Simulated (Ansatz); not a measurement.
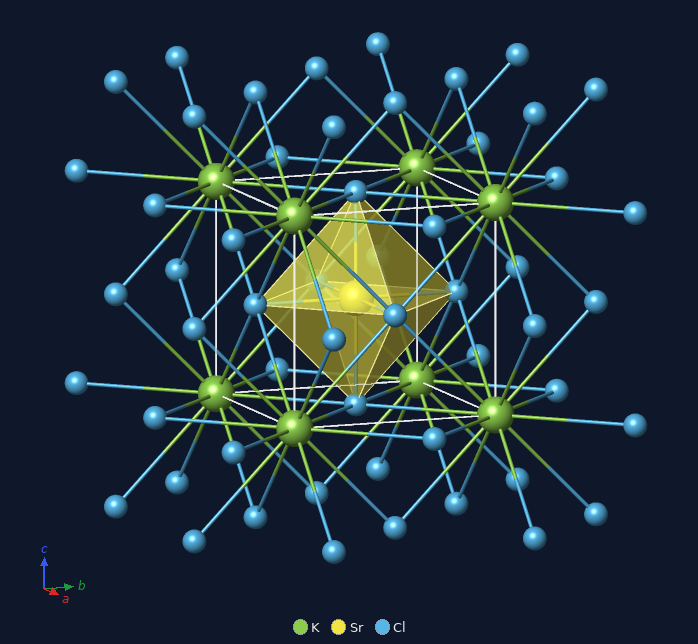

We look at a polyhedral model of the crystal slightly off an axis. The conventional unit cell is outlined; an atom on or near a face, edge or corner is repeated at each equivalent position. Some neighbours outside the box are added.

KSrCl₃, cubic perovskite, space group Pm-3m (No. 221), a = 5.636 Å, b = 5.636 Å, c = 5.636 Å, α = 90.00°, β = 90.00°, γ = 90.00°. The structure was taken from a structure type filled with these elements by a generator (whether the compound takes this form wasn't checked). Earlier steps of the study may have refined or changed the cell and positions. It was run through Ansatz as a DFT input.

This one geometry was computed with Ansatz (DFT, plane waves, PAW) at three levels of theory: r2SCAN, HSE06 and PBE. It was relaxed beforehand with r2SCAN.

Question: How does the band gap change with the level of theory?

Answer: PBE: a gap of 4.48 eV, indirect; r2SCAN: a gap of 5.19 eV, indirect; HSE06: a gap of 5.74 eV, indirect.

Question: Collect the results in a table.

Answer:
| level | cutoff (eV) | k-mesh of the run's cell | gap (eV) | pressure (GPa) |
| --- | --- | --- | --- | --- |
| r2SCAN | 500 | 4×4×4 | 5.19 | 0.0 |
| HSE06 | 420 | 4×4×4 | 5.74 | 0.2 |
| PBE | 420 | 4×4×4 | 4.48 | 0.5 |

Gaps are taken on the k-mesh or band path of each run.
